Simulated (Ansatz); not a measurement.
# Nudged elastic band, with input and output: Al$_{12}$H$_{3}$C (part 2 of 2)

Al$_{12}$H$_{3}$C (slab, 16 atoms in the cell); DFT PBEsol, scalar-relativistic, plane waves, PAW, PAW set soft_1, no spin polarisation (Ansatz 0.2.0); cutoff 420 eV, 3×3×1 k-mesh, Gaussian smearing of 0.1 eV. The run did not end well. The input holds or restrains some coordinates. It belongs to a series of runs on one base structure; here: band between the two ends.

Geometry of the input (Å; fractional positions):
```
5.7276  0.0000  0.0000
2.8638  4.9602  0.0000
0.0000  0.0000  15.6765
Al 0.1667  0.1667  0.0638
Al 0.6667  0.1667  0.0638
Al 0.1667  0.6667  0.0638
Al 0.6667  0.6667  0.0638
Al -0.1658  0.3345  0.2103
Al 0.3312  0.3342  0.2103
Al -0.1654  0.8312  0.2104
Al 0.3333  0.8333  0.2059
Al 0.0076  -0.0034  0.3505
Al 0.4966  -0.0042  0.3505
Al -0.0000  0.5000  0.3636
Al 0.4958  0.5076  0.3505
C  0.0000  0.5000  0.4927
H  -0.1088  0.3998  0.5166
H  0.2091  0.3912  0.5166
H  -0.1002  0.7090  0.5166
```

### What the program printed, continued
```
NEB iter  22: max|band force component| = 5.439e-1 eV/Å  barrier→ = 1.3846 eV  barrier← = 1.0170 eV  Δτ_max = 0.0208 Å  (25 SCF iters)
NEB image 1
NEB image 2
NEB image 3
NEB image 4
NEB image 5
NEB iter  23: max|band force component| = 5.162e-1 eV/Å  barrier→ = 1.3560 eV  barrier← = 0.9884 eV  Δτ_max = 0.0096 Å  (28 SCF iters)
NEB image 1
NEB image 2
NEB image 3
NEB image 4
NEB image 5
NEB iter  24: max|band force component| = 1.053e0 eV/Å  barrier→ = 1.3435 eV  barrier← = 0.9759 eV  CI = image 3  Δτ_max = 0.0280 Å  (25 SCF iters)
NEB image 1
NEB image 2
NEB image 3
NEB image 4
NEB image 5
NEB iter  25: max|band force component| = 1.028e0 eV/Å  barrier→ = 1.3595 eV  barrier← = 0.9919 eV  CI = image 3  Δτ_max = 0.0179 Å  (27 SCF iters)
NEB image 1
NEB image 2
NEB image 3
NEB image 4
NEB image 5
NEB iter  26: max|band force component| = 1.027e0 eV/Å  barrier→ = 1.3850 eV  barrier← = 1.0174 eV  CI = image 3  Δτ_max = 0.0358 Å  (26 SCF iters)
NEB image 1
NEB image 2
NEB image 3
NEB image 4
NEB image 5
NEB iter  27: max|band force component| = 1.012e0 eV/Å  barrier→ = 1.4369 eV  barrier← = 1.0693 eV  CI = image 3  Δτ_max = 0.0177 Å  (29 SCF iters)
NEB image 1
NEB image 2
NEB image 3
NEB image 4
NEB image 5
NEB iter  28: max|band force component| = 9.960e-1 eV/Å  barrier→ = 1.4629 eV  barrier← = 1.0953 eV  CI = image 3  Δτ_max = 0.0353 Å  (25 SCF iters)
NEB image 1
NEB image 2
NEB image 3
NEB image 4
NEB image 5
NEB iter  29: max|band force component| = 9.721e-1 eV/Å  barrier→ = 1.5153 eV  barrier← = 1.1477 eV  CI = image 3  Δτ_max = 0.0172 Å  (28 SCF iters)
NEB image 1
NEB image 2
NEB image 3
NEB image 4
NEB image 5
NEB iter  30: max|band force component| = 9.710e-1 eV/Å  barrier→ = 1.5409 eV  barrier← = 1.1733 eV  CI = image 3  Δτ_max = 0.0342 Å  (25 SCF iters)
NEB image 1
NEB image 2
NEB image 3
NEB image 4
NEB image 5
NEB iter  31: max|band force component| = 9.692e-1 eV/Å  barrier→ = 1.5919 eV  barrier← = 1.2243 eV  CI = image 3  Δτ_max = 0.0163 Å  (28 SCF iters)
NEB image 1
NEB image 2
NEB image 3
NEB image 4
NEB image 5
NEB iter  32: max|band force component| = 9.661e-1 eV/Å  barrier→ = 1.6167 eV  barrier← = 1.2491 eV  CI = image 3  Δτ_max = 0.0326 Å  (25 SCF iters)
NEB image 1
NEB image 2
NEB image 3
NEB image 4
NEB image 5
NEB iter  33: max|band force component| = 9.586e-1 eV/Å  barrier→ = 1.6659 eV  barrier← = 1.2983 eV  CI = image 3  Δτ_max = 0.0160 Å  (28 SCF iters)
NEB image 1
preconditioner: auto → LDOS  [insulator: Δε(μ)=0.127 eV  Ē_g=7.306 eV  σ=0.100 eV  W_gap=0.51  n_scr=50 (ndim 8)  ℏωp=11.5 eV  f_vac=0.360  D(μ)=9.37/eV (n_scr^D=50)  ε∞_Penn≈3.5  β→1.0]
NEB image 2
preconditioner: auto → LDOS  [insulator: Δε(μ)=0.101 eV  Ē_g=7.399 eV  σ=0.100 eV  W_gap=0.52  n_scr=50 (ndim 8)  ℏωp=11
[...]
iter 1 solved again at ethr=9.30e-8 eV; its pass at ethr=3.10e-3 eV (dr2=4.00e-5 eV) is discarded
SCF iter   1: F=—  HF=-6584.979126 eV  |F-HF|=—  |Δ(HF+E_count)|=         —  Δρ=8.50e-5  dr2=4.05e-5  ethr=9.30e-8  ⟨swp⟩=2.6  Hψ=944  notcnv=0
preconditioner: auto → LDOS  [metal: Δε(μ)=0.075 eV  Ē_g=7.455 eV  σ=0.100 eV  W_gap=0.40  n_scr=50 (ndim 8)  ℏωp=11.5 eV  f_vac=0.380  D(μ)=6.04/eV (n_scr^D=36)  β→1.0]
SCF iter   2: F=—  HF=-6584.979110 eV  |F-HF|=—  |Δ(HF+E_count)|=   1.50e-5  Δρ=2.94e-5  dr2=9.19e-6  ethr=9.30e-8  ⟨swp⟩=2.0  Hψ=289  notcnv=0
SCF iter   3: F=—  HF=-6584.979108 eV  |F-HF|=—  |Δ(HF+E_count)|=   2.16e-6  Δρ=9.63e-6  dr2=1.62e-6  ethr=2.14e-8  ⟨swp⟩=2.0  Hψ=294  notcnv=0
SCF iter   4: F=-6584.979108 eV  HF=-6584.979108 eV  |F-HF|=4.22e-8  |Δ(HF+E_count)|=   2.32e-7  Δρ=2.73e-6  dr2=6.90e-8  ethr=2.33e-10  ⟨swp⟩=3.0  Hψ=730  notcnv=0
SCF 337 converged in 4 iterations: F = -6584.979108 eV  dr2 = 6.90e-8
NEB iter  67: max|band force component| = 2.183e-1 eV/Å  barrier→ = 1.6059 eV  barrier← = 1.2383 eV  CI = image 3  Δτ_max = 0.0084 Å  (23 SCF iters)
```

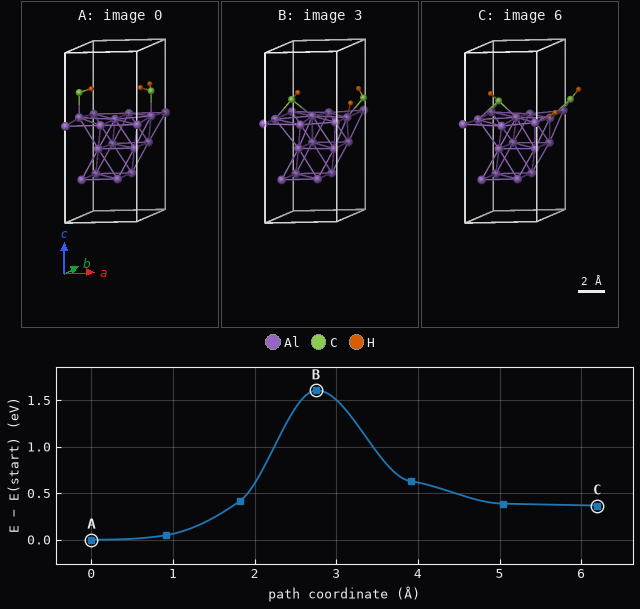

*Images of the last band (counted from 0; ball-and-stick, simulation cell, with the vacuum cut short, seen slightly off an axis) above the energy along the path; the line is a cubic interpolation that uses the forces.*

The highest image is number 3, 1.606 eV above the start and 1.238 eV above the end (the climbing image); the end lies 0.368 eV above the start. The path is 6.20 Å long, and H16 moves most (2.45 Å). The band had not converged after 67 iterations. The end points carry forces over 0.1 eV/Å, so they aren't fully relaxed minima and the barriers are approximate.

```
Step failed. What follows is not a result of the run: it is the report of the last solve that finished, which converged after 4 SCF iterations.
Free energy (F): -6584.979108 eV
Harris-Foulkes:  -6584.979108 eV  (|F-HF|=4.22e-8)
Internal energy: -6584.948921 eV  (E = F + TS)
E sigma→0 (E₀):  -6584.964015 eV
Entropy (-TS):   -0.030187 eV (-1.887 meV/atom)
Fermi energy:    1.859467 eV
--- Per-component energies (eV) ---
  E_band       = -128.522373
  E_kinetic    = 391.279075
  E_local      = -3976.530384  (includes V_loc(G=0)·N_el)
  E_nonlocal   = 147.265619
  E_hartree    = 1898.944683
  E_xc         = -516.438633
  E_vxc        = -436.939867  (∫ρ·V_xc dr)
  E_paw        = -5578.408296  (= ΣΔE_a)
  E_vpaw       = -51.477639  (= ΣTr[D̂ρ^β])
  E_aug_tail   = -0.002938  (compensation charges beyond the density's cutoff)
  E_ewald      = 1048.691183
  E_core_change = 0.250769  (= ΣΔE_core)
  E_smearing   = -0.030187  (= −TS)
  E_closure    = 0.000000  (closes the sum)
  Σ components = -6584.979108   (vs F -6584.979108, Δ=0.00e0)
--- Forces (eV/Å), atoms counted from 1 ---
  atom   1  Al    -0.02549902     0.04247085     0.17750003
  atom   2  Al    -0.01873247     0.09275508     0.00348199
  atom   3  Al     0.03658554     0.00842525     0.18814638
  atom   4  Al    -0.08526313    -0.03651836    -0.00050435
  atom   5  Al     0.00147968    -0.00464195    -0.01511224
  atom   6  Al    -0.00200090     0.00194372    -0.01893735
  atom   7  Al     0.00603516    -0.00760302    -0.02132660
  atom   8  Al    -0.00315412    -0.00552712    -0.02610197
  atom   9  Al     0.01559078    -0.00707507    -0.02327676
  atom  10  Al     0.02927014    -0.01771739    -0.05475802
  atom  11  Al     0.00745583    -0.02279746    -0.02356831
  atom  12  Al     0.00581483    -0.00409623    -0.03660688
  atom  13  C      0.00582014    -0.00443916    -0.02966694
  atom  14  H      0.00099433    -0.02659029    -0.04620099
  atom  15  H      0.02452275     0.00312068    -0.03752428
  atom  16  H      0.00120068    -0.01170155    -0.03586643
  max |Σ_I F_I| component: 3.23e-4 eV/Å
--- Band table (eV; the first three rows and the last of 5) ---
  k-point 0: bands = ["-11.5445", "-8.7274", "-7.1412", "-5.3969", "-4.9629", "-4.1713", "-3.3639", "-3.2375", "-3.0149", "-2.9830", "-2.6673", "-2.4702", "-2.2131", "-2.1315", "-1.4574", "-1.3085", "-1.1509", "-0.9024", "-0.3544", "0.2705", "0.7545", "1.3144", "1.3648", "2.1755", "2.3967", "2.7784", "3.2210", "3.6414", "4.1018", "4.2682", "4.9014", "5.1525", "5.1904", "5.9063", "6.9152", "7.1499", "7.2726", "7.3734"]
  k-point 1: bands = ["-11.4661", "-8.1692", "-6.9775", "-6.2195", "-5.5257", "-4.5532", "-4.3803", "-4.3342", "-3.8967", "-3.3161", "-3.0233", "-2.3487", "-1.4386", "-1.1420", "-0.8350", "-0.4520", "-0.2647", "0.1462", "0.7636", "1.3032", "1.6376", "1.8153", "2.3949", "2.6194", "2.9438", "3.1735", "3.2615", "3.4467", "3.7046", "4.6332", "4.6861", "4.9726", "5.3685", "5.5257", "5.6925", "5.8021", "6.2227", "6.5652"]
  k-point 2: bands = ["-11.4889", "-8.1226", "-6.6253", "-6.2837", "-5.5066", "-5.0777", "-4.6707", "-4.1172", "-3.9779", "-3.5431", "-2.6159", "-2.1786", "-1.6671", "-1.3531", "-0.5682", "-0.3939", "-0.1266", "0.3789", "0.6634", "1.1004", "1.5736", "1.8900", "2.2875", "2.8799", "3.1298", "3.1698", "3.3879", "3.5672", "3.9291", "4.3122", "4.5048", "5.0598", "5.1268", "5.3506", "5.7724", "5.8855", "6.3443", "6.5736"]
  k-point 4: bands = ["-11.4391", "-7.3213", "-6.9385", "-6.7011", "-6.0973", "-5.3907", "-5.1836", "-4.5882", "-3.3159", "-3.1197", "-2.8636", "-1.6564", "-1.3480", "-0.9428", "-0.6557", "-0.5668", "-0.0879", "0.1977", "0.6953", "0.9399", "1.3705", "2.6229", "3.3094", "3.4678", "3.6127", "3.7929", "4.1468", "4.4896", "4.5927", "4.7336", "4.9354", "5.0281", "5.2574", "5.3312", "5.5357", "5.6766", "5.8522", "6.0185"]
End of that report.
this run last wrote the band of iteration 67 to [file]
Error: NEB band did not converge after 67 iterations: max|band force component| = 2.18e-1 eV/Å (threshold 5.0e-2); raise `neb.max_iterations` in a new run, which can start from the last band evaluated (`neb.initial_path`, with `crystal.atoms` and `neb.final_atoms` set to its first and last images), add images, or start from endpoints closer to local minima. Where this run's directory can be resumed (`checkpoint.write`), a resume goes on for up to `neb.max_iterations` more; to start a new run from the last band, take its images' positions from the `neb_iteration` event of iteration 67 (`data.images[].positions_ang`), in the event stream of the run that computed that iteration (not this run's, if it was resumed behind it). With `checkpoint.write`, `steps/00-neb/state/checkpoint.json` in the run directory holds the last saved band, under `neb.evaluated.images[].positions_ang` (a band under a hybrid functional on support functions is neither saved nor resumed: `neb.initial_path` says where its path is): check the last entry of `neb.iterations` there, which is earlier than 67 if that iteration was not saved or its write failed. If the band's step has no `state` directory and holds `state.next`, a write was cut short, and the file is under `state.next` instead (behind a loss of power it can be under `state.prev`)
this run wrote the band of iteration 67 to [file] as well, whether or not its events were kept: a new run's `neb.initial_path` can list its `images[].positions_ang`
a run's events are kept only if it was started with --events-out <file>, and are in that file
```

### The last band as extended XYZ (Å, eV, eV/Å)
```
16
Lattice="5.7276 0.0000 0.0000 2.8638 4.9602 0.0000 0.0000 0.0000 15.6765" Properties=species:S:1:pos:R:3:forces:R:3 image=0 energy=-6585.36663
Al    1.4319    0.8267    1.0000   -0.0013  -0.0327  -0.0227
Al    4.2957    0.8267    1.0000   -0.0001  -0.0001   0.0712
Al    2.8638    3.3068    1.0000    0.0288   0.0151  -0.0226
Al    5.7276    3.3068    1.0000   -0.0275   0.0174  -0.0227
Al    0.0087    1.6594    3.2975   -0.0002  -0.0006  -0.0012
Al    2.8541    1.6578    3.2975    0.0006   0.0001  -0.0013
Al    1.4327    4.1228    3.2976   -0.0005   0.0006  -0.0014
Al    4.2957    4.1334    3.2272    0.0001   0.0001  -0.0012
Al    0.0339   -0.0167    5.4944   -0.0029  -0.0048   0.0003
Al    2.8323   -0.0211    5.4946   -0.0027   0.0046  -0.0003
Al    1.4317    2.4801    5.6994    0.0003   0.0000   0.0021
Al    4.2931    2.5176    5.4944    0.0054   0.0003   0.0005
C     1.4320    2.4801    7.7237    0.0000  -0.0004   0.0242
H     0.5217    1.9829    8.0981    0.0259   0.0129  -0.0084
H     2.3177    1.9403    8.0979   -0.0240   0.0162  -0.0083
H     1.4566    3.5169    8.0981   -0.0019  -0.0286  -0.0083
16
Lattice="5.7276 0.0000 0.0000 2.8638 4.9602 0.0000 0.0000 0.0000 15.6765" Properties=species:S:1:pos:R:3:forces:R:3 image=1 energy=-6585.31929
Al    1.4319    0.8267    1.0000    0.0477   0.0171  -0.0884
Al    4.2957    0.8267    1.0000   -0.0272  -0.0058  -0.0126
Al    2.8638    3.3068    1.0000    0.0192   0.0089   0.0353
Al    5.7276    3.3068    1.0000    0.0476   0.0270  -0.1315
Al    0.0153    1.6598    3.2474    0.0002   0.0045  -0.0019
Al    2.8749    1.6733    3.2976   -0.0074   0.0048  -0.0010
Al    1.4602    4.1335    3.2838    0.0001  -0.0007  -0.0013
Al    4.3350    4.1469    3.2192    0.0086   0.0063  -0.0148
Al    0.0495    0.0514    5.4684    0.0107  -0.0255  -0.0200
Al    2.8455   -0.0133    5.4868   -0.0048  -0.0014  -0.0025
Al    1.4265    2.5087    5.5955    0.0307  -0.0050   0.0307
Al    4.3504    2.5322    5.4756    0.0310  -0.0050  -0.0351
C     1.8091    2.5621    7.5767   -0.0586  -0.0204   0.0588
H     0.9564    2.0363    8.0336   -0.0370   0.0075   0.1461
H     2.7402    2.0441    7.8574   -0.0259   0.0044   0.0010
H     1.8492    3.6003    7.9424   -0.0349  -0.0167   0.0375
16
Lattice="5.7276 0.0000 0.0000 2.8638 4.9602 0.0000 0.0000 0.0000 15.6765" Properties=species:S:1:pos:R:3:forces:R:3 image=2 energy=-6584.95123
Al    1.4319    0.8267    1.0000    0.0987   0.0214  -0.0617
Al    4.2957    0.8267    1.0000   -0.1445   0.0016  -0.1403
Al    2.8638    3.3068    1.0000    0.0347   0.0200   0.1375
Al    5.7276    3.3068    1.0000    0.0428   0.0649  -0.1122
Al   -0.0237    1.6431    3.2302   -0.0012   0.0277  -0.0408
Al    2.8747    1.6586    3.3115   -0.0272   0.0068  -0.0249
Al    1.4509    4.1495    3.2796    0.0013   0.0062  -0.0303
Al    4.3161    4.1323    3.2696    0.0161  -0.0019  -0.0757
Al   -0.0475    0.1826    5.5267   -0.0161  -0.0417  -0.1489
Al    2.7937   -0.0011    5.5260   -0.0931  -0.0468  -0.0296
Al    1.2744    2.5694    5.4796    0.1004  -0.0211  -0.0644
Al    4.2194    2.5667    5.5966    0.0647  -0.0533  -0.1484
C     2.1560    2.5922    7.3077   -0.2485  -0.1783   0.2187
H     1.2825    1.9317    7.5424    0.0823   0.2746   0.5153
H     3.0071    2.0294    7.7210    0.1684   0.0379  -0.0805
H     2.0721    3.5783    7.7931   -0.0786  -0.1180   0.0864
16
Lattice="5.7276 0.0000 0.0000 2.8638 4.9602 0.0000 0.0000 0.0000 15.6765" Properties=species:S:1:pos:R:3:forces:R:3 image=3 energy=-6583.76078
Al    1.4319    0.8267    1.0000    0.0351   0.1036   0.1551
Al    4.2957    0.8267    1.0000   -0.0705   0.1130  -0.1140
Al    2.8638    3.3068    1.0000    0.0172   0.0278   0.2177
Al    5.7276    3.3068    1.0000    0.0117  -0.0993   0.0365
Al   -0.0217    1.6330    3.2500   -0.0003   0.0256  -0.0193
Al    2.8743    1.6513    3.3399   -0.0275  -0.0057  -0.0060
Al    1.4338    4.1525    3.3009   -0.0187   0.0158   0.0003
Al    4.2844    4.1221    3.3393   -0.0322  -0.0168  -0.0203
Al   -0.0791    0.2907    5.6324   -0.0641   0.0418  -0.0876
Al    2.8241    0.0392    5.5394   -0.0650   0.0120  -0.0119
Al    1.1302    2.6446    5.5500   -0.0408   0.0768  -0.0236
Al    4.0881    2.6355    5.7446   -0.0115   0.0276  -0.0294
C     2.4554    2.7234    7.0952    0.0301  -0.1152   0.0474
H     1.2799    1.5287    6.9233    0.1731  -0.0152  -0.1096
H     2.8477    1.9571    7.7896    0.0416  -0.0663   0.0126
H     2.1668    3.6174    7.6900    0.0219  -0.1253  -0.0478
16
Lattice="5.7276 0.0000 0.0000 2.8638 4.9602 0.0000 0.0000 0.0000 15.6765" Properties=species:S:1:pos:R:3:forces:R:3 image=4 energy=-6584.73839
Al    1.4319    0.8267    1.0000    0.0237   0.0509   0.3068
Al    4.2957    0.8267    1.0000    0.0275   0.1506   0.0398
Al    2.8638    3.3068    1.0000    0.0657  -0.0203   0.1863
Al    5.7276    3.3068    1.0000   -0.0927  -0.1056  -0.0089
Al   -0.0243    1.6659    3.3483   -0.0363  -0.0181  -0.0292
Al    2.8335    1.6851    3.3187   -0.0213   0.0170   0.0008
Al    1.3945    4.1301    3.2919   -0.0275  -0.0047  -0.0089
Al    4.2553    4.1590    3.3405   -0.0143   0.0093  -0.0277
Al   -0.1158    0.0382    5.6270   -0.0141  -0.0388   0.0287
Al    2.9163    0.0506    5.4896   -0.0127  -0.0457  -0.0210
Al    1.1948    2.4831    5.7543   -0.0444  -0.0168  -0.0500
Al    4.2739    2.6465    5.6740   -0.0400  -0.0594  -0.0677
C     2.6999    3.0968    6.9250   -0.0061   0.0475  -0.0728
H     0.6923    1.0259    6.7895    0.0779  -0.0755  -0.1222
H     2.9449    2.2209    7.5705    0.0445   0.0700  -0.0934
H     2.4808    3.9091    7.6501    0.0700   0.0397  -0.0607
16
Lattice="5.7276 0.0000 0.0000 2.8638 4.9602 0.0000 0.0000 0.0000 15.6765" Properties=species:S:1:pos:R:3:forces:R:3 image=5 energy=-6584.97911
Al    1.4319    0.8267    1.0000   -0.0255   0.0425   0.1775
Al    4.2957    0.8267    1.0000   -0.0187   0.0928   0.0035
Al    2.8638    3.3068    1.0000    0.0366   0.0084   0.1881
Al    5.7276    3.3068    1.0000   -0.0853  -0.0365  -0.0005
Al   -0.0227    1.6623    3.2873    0.0015  -0.0046  -0.0151
Al    2.8353    1.6820    3.3292   -0.0020   0.0019  -0.0189
Al    1.3913    4.1335    3.2691    0.0060  -0.0076  -0.0213
Al    4.2465    4.1431    3.3292   -0.0032  -0.0055  -0.0261
Al   -0.2248    0.0681    5.5795    0.0156  -0.0071  -0.0233
Al    2.8051    0.0552    5.4856    0.0293  -0.0177  -0.0548
Al    1.2431    2.6770    5.6661    0.0075  -0.0228  -0.0236
Al    4.3419    2.5029    5.7199    0.0058  -0.0041  -0.0366
C     2.8462    3.1853    6.8767    0.0058  -0.0044  -0.0297
H     1.3429    0.7825    6.3276    0.0010  -0.0266  -0.0462
H     2.5925    2.3577    7.5748    0.0245   0.0031  -0.0375
H     3.0066    4.0427    7.5678    0.0012  -0.0117  -0.0359
16
Lattice="5.7276 0.0000 0.0000 2.8638 4.9602 0.0000 0.0000 0.0000 15.6765" Properties=species:S:1:pos:R:3:forces:R:3 image=6 energy=-6584.99904
Al    1.4319    0.8267    1.0000   -0.0218  -0.0288   0.0685
Al    4.2957    0.8267    1.0000    0.0348   0.1155  -0.0906
Al    2.8638    3.3068    1.0000    0.0624  -0.0570   0.0716
Al    5.7276    3.3068    1.0000   -0.0766  -0.0376  -0.0599
Al    0.0569    1.6626    3.2634   -0.0027  -0.0074  -0.0051
Al    2.9102    1.6804    3.3003   -0.0071  -0.0070   0.0027
Al    1.5043    4.1603    3.2483   -0.0127  -0.0075  -0.0055
Al    4.3376    4.1392    3.3098    0.0002  -0.0033   0.0014
Al   -0.1425    0.0615    5.6487    0.0056  -0.0031   0.0139
Al    2.9141   -0.0191    5.4456    0.0025  -0.0009  -0.0018
Al    1.3610    2.5940    5.5235    0.0120   0.0065   0.0099
Al    4.3775    2.3992    5.6600   -0.0007   0.0091   0.0075
C     3.0978    3.4097    6.8424    0.0019   0.0121  -0.0095
H     1.5792    0.9213    6.2774   -0.0053   0.0061   0.0019
H     2.3843    2.9125    7.5337   -0.0040   0.0062  -0.0089
H     3.8033    3.9224    7.5309    0.0114  -0.0030   0.0040
```

### Outcome

- outcome: not converged
- barrier, forward (band not converged): 1.606 eV
- barrier, backward: 1.238 eV
- wall time: 27 min
- peak memory: 0.76 GiB

The run did not converge: “NEB band did not converge after 67 iterations: max|band force component| = 2.18e-1 eV/Å (threshold 5.0e-2); raise `neb.max_iterations` in a new run, which can start from the last band evaluated (`neb.initial_path`, with `crystal.atoms` and `neb.final_atoms` set to its first and last images), add images, or start from endpoints closer to local minima …” Its last values are not results. The program warns: the PAW datasets were made with another functional.
